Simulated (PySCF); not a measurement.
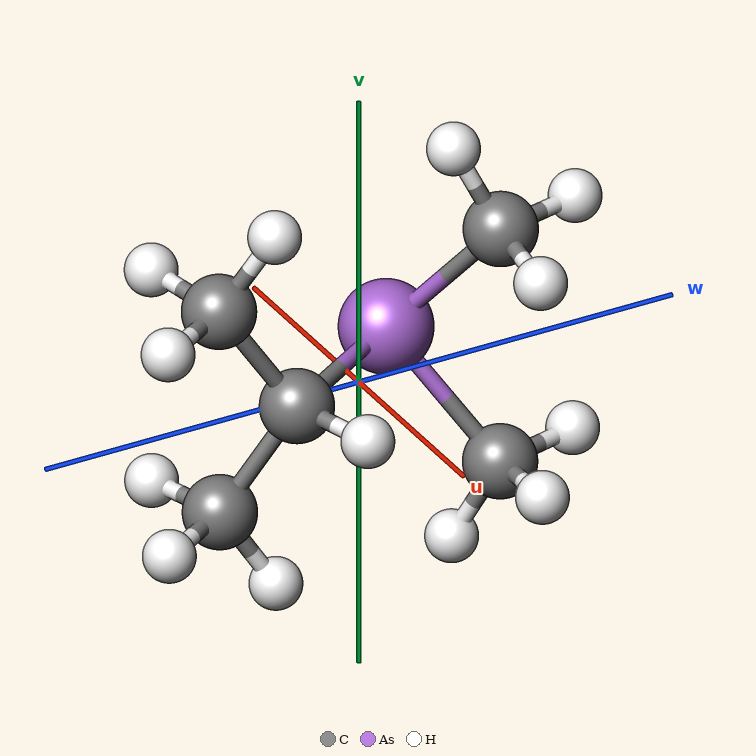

The lines u, v and w are the principal axes of the static dipole polarisability. Computed geometry: PBE0-D3(BJ)/def2-SVP optimisation. No frequency run is at hand to confirm it as a minimum. Level of theory: CAM-B3LYP/def2-SVPD (PySCF 2.14.0).

Question: Along which axis is the molecule most polarisable, and along which least?

Answer: Most along w, least along u.

Question: Give the three principal values.

Answer: u 82.4, v 98.5, w 106.2 bohr³; mean 95.7, anisotropy 21.0 bohr³.
